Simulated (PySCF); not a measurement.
# C₂H₃O₂, doublet, SMILES `[CH2]C(=O)O`: electronic structure

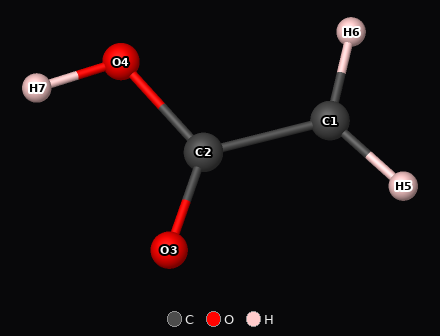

The molecule, with its atoms numbered as below. No frequency check shows the geometry to be a minimum.

Coordinates in Å:

```
C1      -1.3666   -0.2741    0.0000
C2       0.0062    0.1080    0.0000
O3       0.4187    1.2552    0.0000
O4       0.8504   -0.9482    0.0000
H5      -2.1233    0.4871    0.0000
H6      -1.6338   -1.3139    0.0000
H7       1.7665   -0.6329    0.0000
```

### 1. Bonding charge

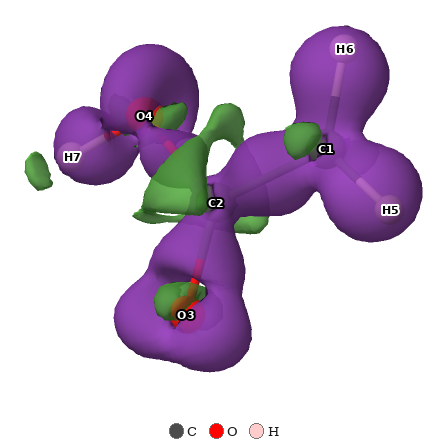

Deformation density (molecule less spherical, spin-averaged free atoms at the same positions), surfaces at ±0.12 e/Å³; purple: gain, green: loss.

PySCF calculation, LDA (SVWN)/def2-SVPD, gas phase; geometry: GFN2-xTB. The stability of the open-shell solution wasn't checked. GFN2-xTB doesn't know the spin state, so this open-shell geometry is rough.

How much density has each bond gained at its critical point, relative to the free atoms?

Answer. O4–H7: +0.76 e/Å³ at the bond critical point (bond length 0.97 Å). C1–H5: +0.72 e/Å³ at the bond critical point (bond length 1.07 Å). C1–H6: +0.72 e/Å³ at the bond critical point (bond length 1.07 Å). C2–O3: +0.62 e/Å³ at the bond critical point (bond length 1.22 Å). C1–C2: +0.59 e/Å³ at the bond critical point (bond length 1.43 Å). C2–O4: +0.24 e/Å³ at the bond critical point (bond length 1.35 Å). In all, 1.5 electrons gather in the regions of gain relative to the promolecule.

Where do the Hirshfeld charges lie?

Answer. The highest Hirshfeld charge is on H7 (+0.18 e), the lowest on O3 (−0.27 e).

### 2. Bond critical points

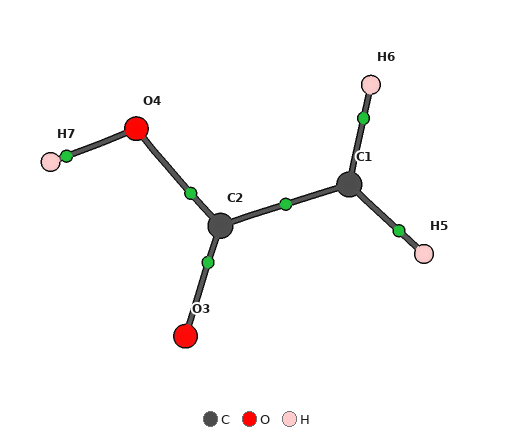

Molecular graph of the electron density (QTAIM): bond paths, bond critical points (green), ring points (magenta, if any); weak paths are dashed.

How many critical points of each kind are there, and does the count close?

Answer. 7 nuclei, 6 bond, 0 ring and 0 cage critical points: 7 − 6 + 0 − 0 = 1, as the Poincaré–Hopf relation requires.

Tabulate density, Laplacian, ellipticity and energy density at the bond critical points (atomic units).

Answer.
```json
{"bond": "C2–O3", "length (Å)": "1.219", "ρ (a.u.)": "0.408", "∇²ρ (a.u.)": "−0.01", "ε": "0.09", "H (a.u.)": "−0.729"}
{"bond": "O4–H7", "length (Å)": "0.969", "ρ (a.u.)": "0.344", "∇²ρ (a.u.)": "−2.30", "ε": "0.01", "H (a.u.)": "−0.636"}
{"bond": "C2–O4", "length (Å)": "1.352", "ρ (a.u.)": "0.297", "∇²ρ (a.u.)": "−0.46", "ε": "0.01", "H (a.u.)": "−0.460"}
{"bond": "C1–C2", "length (Å)": "1.425", "ρ (a.u.)": "0.294", "∇²ρ (a.u.)": "−0.73", "ε": "0.16", "H (a.u.)": "−0.266"}
{"bond": "C1–H5", "length (Å)": "1.073", "ρ (a.u.)": "0.282", "∇²ρ (a.u.)": "−1.13", "ε": "0.01", "H (a.u.)": "−0.316"}
{"bond": "C1–H6", "length (Å)": "1.074", "ρ (a.u.)": "0.282", "∇²ρ (a.u.)": "−1.12", "ε": "0.01", "H (a.u.)": "−0.315"}
```

What kind of interaction is C1–H6?

Answer. Shared-shell (covalent): ρ = 0.282, ∇²ρ = −1.12, H = −0.315 a.u.

### 3. Electrostatic potential

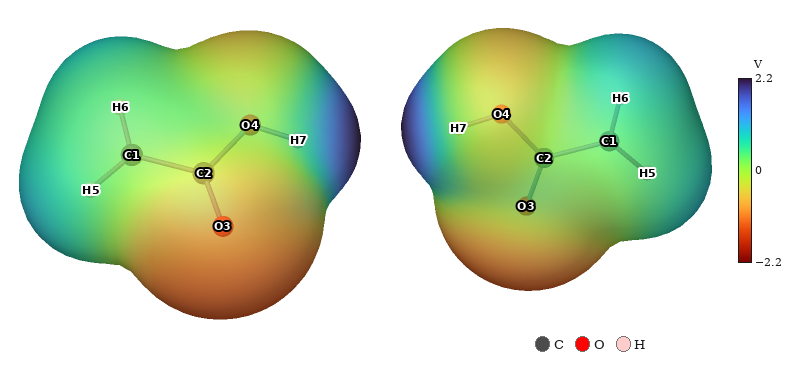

Electrostatic potential on the surface of electron density 0.001 a.u. (back view left, front view right).

Where are the extremes of the potential on the surface?

Answer. Highest: 2.17 V, 1.2 Å from H7. Further maxima include 1.04 V, 1.3 Å from H6; 1.02 V, 1.3 Å from H5. Lowest: −1.44 V, 1.8 Å from O3. Further minima include −0.64 V, 1.8 Å from O4. The surface is sampled at points, so like sites can differ by a few per cent and only the strongest of them is named.

### 4. Spin density

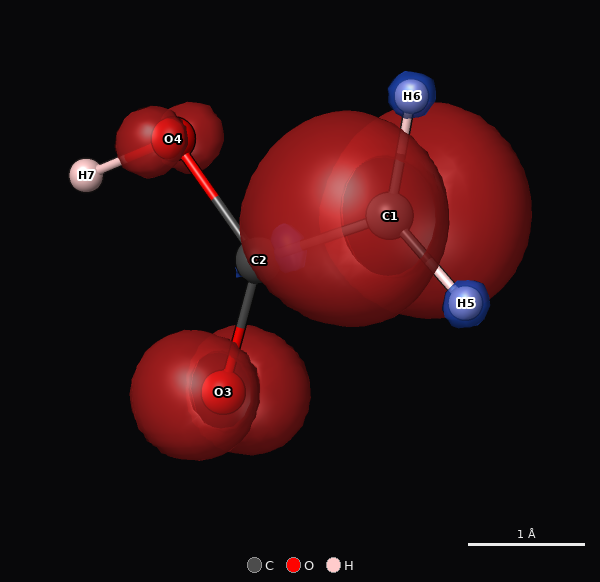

Spin density ρα − ρβ at ±0.03 e/Å³ (red: excess α, blue: excess β).

Where is the unpaired spin?

Answer. Hirshfeld spin populations: C1 +0.63, O3 +0.17, C2 +0.08, H6 +0.05 and H5 +0.04. ⟨S²⟩ = 0.75, as for a pure state.

### 5. In an electric field

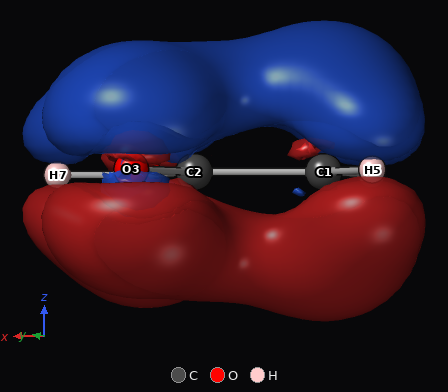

Change of the electron density in a uniform field of 0.21 V/Å, surfaces at ±0.0008 e/Å³ (blue: gain, red: loss).

Level of theory: PBE/aug-cc-pVDZ (PySCF), at a geometry from GFN2-xTB. The stability of the open-shell solution wasn't checked. GFN2-xTB doesn't know the spin state, so this open-shell geometry is rough.

Along which Cartesian direction does the field point?

Answer. Along −z: electrons gather on the +z side, against the field.

How large is the response?

Answer. The induced dipole is 0.25 D (along the field); α along this axis, from the fields in both directions, is 25 bohr³ (3.6 Å³).

Which atoms gain and lose the most charge?

Answer. Hardly any: no atom's Hirshfeld charge changes by as much as 0.002 e. The density shifts from one side of each atom to the other; 0.028 electrons are displaced in all.

### 6. Removing or adding an electron

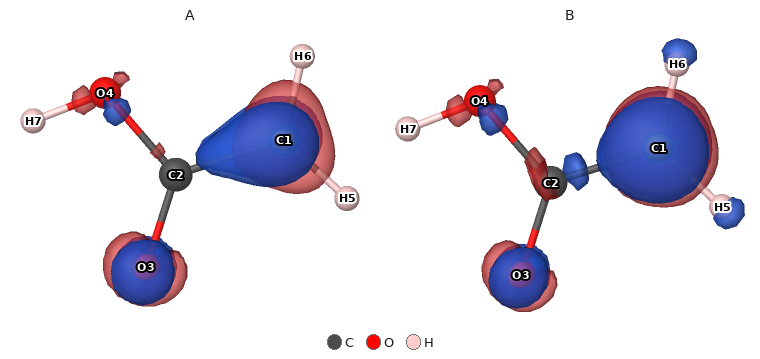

The two Fukui functions at ±0.08 e/Å³ (blue positive, red negative).

Level of theory: HF/def2-SVPD (PySCF), at a geometry from GFN2-xTB. GFN2-xTB doesn't know the spin state, so this open-shell geometry is rough.

Which panel is f⁻ (electron removed) and which f⁺ (electron added)?

Answer. A is f⁺, B is f⁻. f⁻ (Hirshfeld-condensed) is largest on C1 (0.45); the vertical ionisation energy is 10.09 eV (to the singlet cation, which needn't be its lowest state). f⁺ (Hirshfeld-condensed) is largest on C1 (0.37) and O3 (0.21); the vertical electron affinity is 0.09 eV (to the singlet anion, which needn't be its lowest state).
